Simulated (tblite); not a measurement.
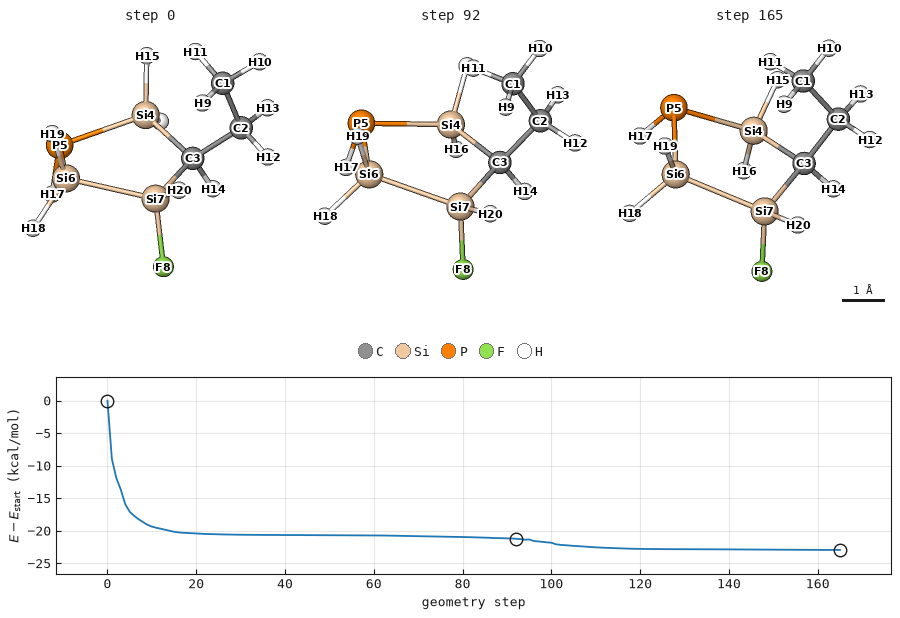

Frames of a relaxation of C3H12FPSi3, marked on the history of the run. The picture is a ball-and-stick view, seen from a free direction.

These are results of GFN2-xTB geometry optimisation, gas phase in tblite, not measurements. 

### Describe the path.

The largest move after the best rigid fit is that of H17, 1.54 Å. Largest moves by element: H 1.54 Å, P 1.13 Å, Si 0.50 Å, C 0.47 Å, F 0.47 Å. Some distances before and after: Si6–Si7 2.206 → 2.320 Å, C3–Si4 1.817 → 1.925 Å, P5–H17 1.462 → 1.377 Å, C3–Si7 1.836 → 1.914 Å. Among the angles between lasting bonds that change: Si4–P5–H17 109.6° → 95.3°, Si6–Si7–H20 109.7° → 122.4°, Si6–P5–H17 105.3° → 96.1°. Groups turn about C3–Si4 by about 55°, Si4–P5 by about 50°, C3–Si7 by about 30°. The energy falls by 22.9 kcal/mol in 165 geometry steps. From step 0 to 92: H15 moves most (0.79 Å), energy −21.2 kcal/mol. From step 92 to 165: H17 moves most (0.80 Å), energy −1.73 kcal/mol.

```tsv
step	E − E(0), kcal/mol
0	0.00
1	-8.97
2	-11.89
3	-13.66
4	-15.89
5	-17.06
6	-17.69
7	-18.22
8	-18.65
9	-19.06
10	-19.35
18	-20.34
26	-20.55
34	-20.63
43	-20.66
51	-20.68
59	-20.70
67	-20.78
75	-20.88
83	-21.01
92	-21.21
100	-21.83
108	-22.45
116	-22.72
124	-22.81
132	-22.83
141	-22.85
149	-22.89
157	-22.93
165	-22.94
```
